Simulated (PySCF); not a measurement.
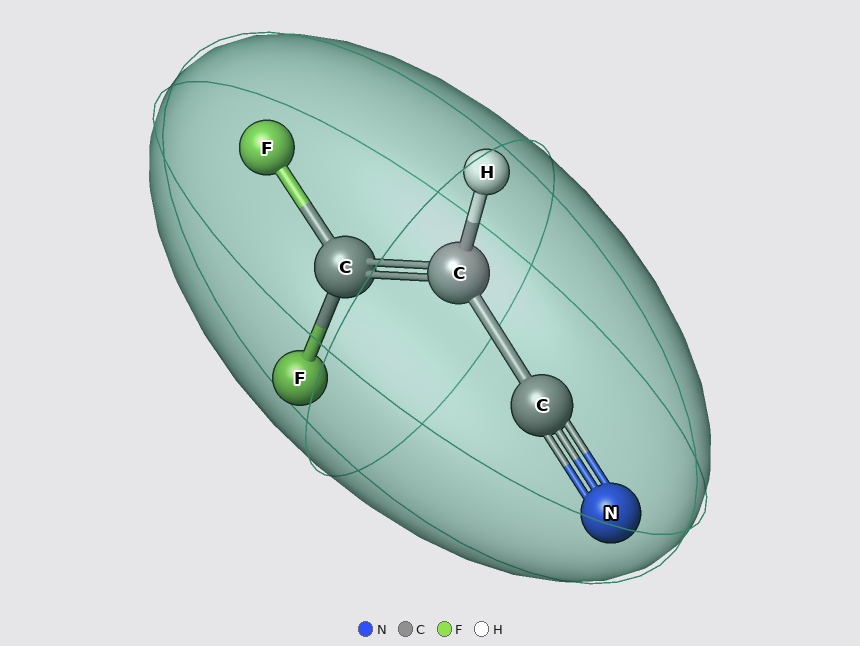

The ellipsoid shows the static dipole polarisability: its half-axes are proportional to the principal values. The geometry was computed by an optimisation with PBE0-D3(BJ)/def2-SVP. No frequency run is at hand to confirm it as a minimum. Level of theory: B3LYP/def2-SVPD (PySCF 2.14.0).

Question. How large and how anisotropic is the polarisability?

Answer. Principal values 27.9, 37.9, 64.6 bohr³; mean 43.5 bohr³ (6.44 Å³); anisotropy 32.8 bohr³, so the longest axis is 2.31 times the shortest.
